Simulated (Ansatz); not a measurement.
# What Hf → Zr does to HfO2

Consider HfO2 (space group P2_1/c, No. 14; a = 5.114 Å, b = 5.182 Å, c = 5.295 Å, α = 90.00°, β = 99.47°, γ = 90.00°).

Now apply this change: full substitution Hf → Zr, then cell and atoms are relaxed.

The values are results of Kohn–Sham DFT with the r2SCAN functional, run in Ansatz (an electronic-structure program) with PAW and 500 eV plane waves, no spin-orbit coupling, not measurements. Settings: 5×5×5 k-points, 0.05 eV Fermi–Dirac smearing.

| quantity | base | changed | shift |
|---|---|---|---|
| volume per atom | 11.53 Å³ | 11.80 Å³ | +0.27 Å³ |
| density | 10.10 g/cm³ | 5.78 g/cm³ | -4.32 g/cm³ |
| space group | P2_1/c (No. 14) | P2_1/c (No. 14) | – |
| shortest interatomic distance | 2.041 Å | 2.054 Å | +0.013 Å |
| band gap | 4.59 eV | 4.16 eV | -0.438 eV |
| gap character | indirect, Γ → Y₂ | indirect, Γ → Y₂ | – |
| smallest direct gap | 4.68 eV | 4.23 eV | -0.457 eV |
| valence-band top at Γ (three highest levels, from the VBM) | 0.00, -0.21, -0.52 eV | 0.00, -0.20, -0.52 eV | – |

Final structure:

```
ZrO2
1.0
    5.15397     0.00000     0.00000
    0.00000     5.22602     0.00000
   -0.87144     0.00000     5.25926
Zr O
4 8
Direct
  0.27614   0.04213   0.20973
  0.72386   0.54213   0.29027
  0.72386   0.95787   0.79027
  0.27614   0.45787   0.70973
  0.06889   0.33295   0.34460
  0.93111   0.83295   0.15540
  0.93111   0.66705   0.65540
  0.06889   0.16705   0.84460
  0.44964   0.75728   0.47786
  0.55036   0.25728   0.02214
  0.55036   0.24272   0.52214
  0.44964   0.74272   0.97786
```

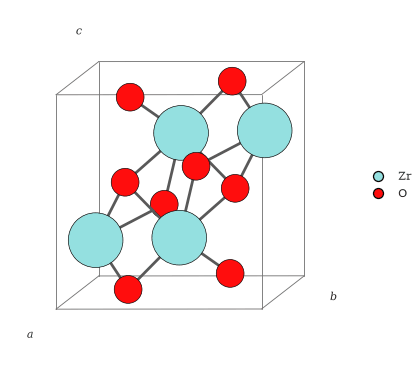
Figure. The relaxed conventional cell after the change

With Hf present, leaving out spin-orbit coupling can change the band edges. Whether these cells are dynamically stable was not tested.
